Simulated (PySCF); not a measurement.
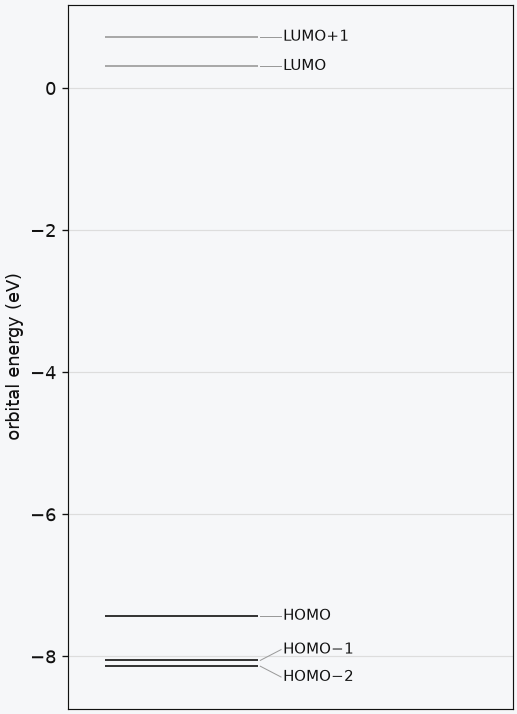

Kohn-Sham orbital energies near the frontier, PBE0/def2-SVPD, PySCF, at a GFN2-xTB geometry (no frequency check), isolated molecule; empty levels in grey, levels within 0.03 eV side by side.

> Which molecule has this level scheme?
A. C₂H₃ClO (acetyl chloride), SMILES CC(=O)Cl
B. C₄H₁₃BNP, SMILES [BH3-][P@+](C)(N)C1CC1
C. C₅H₁₁FN⁺, SMILES C[N+]1(C)CC(F)C1
D. C₆H₈ClFO, SMILES F[C@@]12CC[C@@H](O1)[C@@H](Cl)C2

Option B. HOMO −7.43 eV, LUMO 0.31 eV, separation 7.74 eV.

Known limits of this run: the tight-binding geometry is rougher than a DFT one and adds to the error; one conformer of a flexible molecule; empty levels above zero depend strongly on the basis.
